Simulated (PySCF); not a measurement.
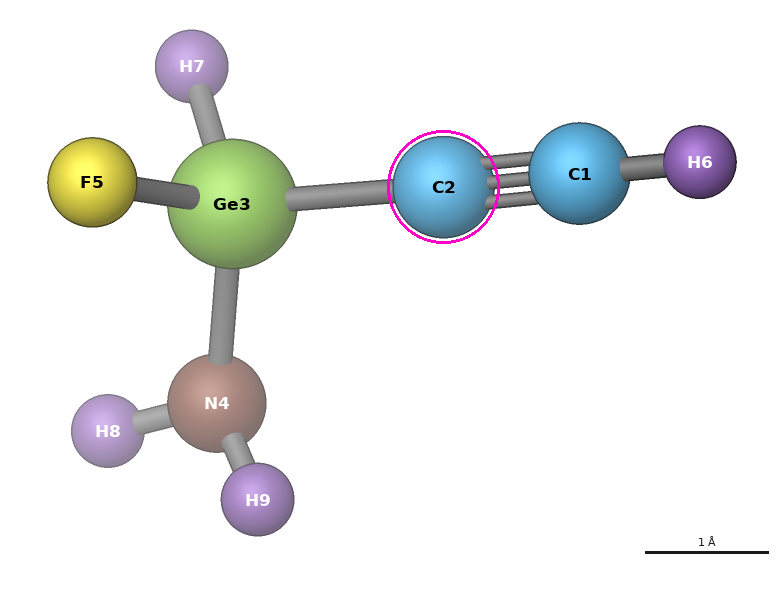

Orthographic view. Depth is shown by fading: the farther an atom, the more it takes the colour of the background. The geometry was computed by an optimisation with PBE0-D3(BJ)/def2-SVP. No frequency run is at hand to confirm it as a minimum.

Name the neighbours of the circled atom.

The circled atom is C2; it is bonded to C1, Ge3.

Of Ge3 and F5, which is nearer the viewer?

F5; the bond to Ge3 points away from the viewer, so it looks shorter than its 1.75 Å.

Which two atoms are farthest apart in space?

H6 and H8, 6.05 Å.

What is the shortest path along bonds from the circled atom to H8?

C2–Ge3–N4–H8, 3 bonds; through space the two are 3.92 Å apart.
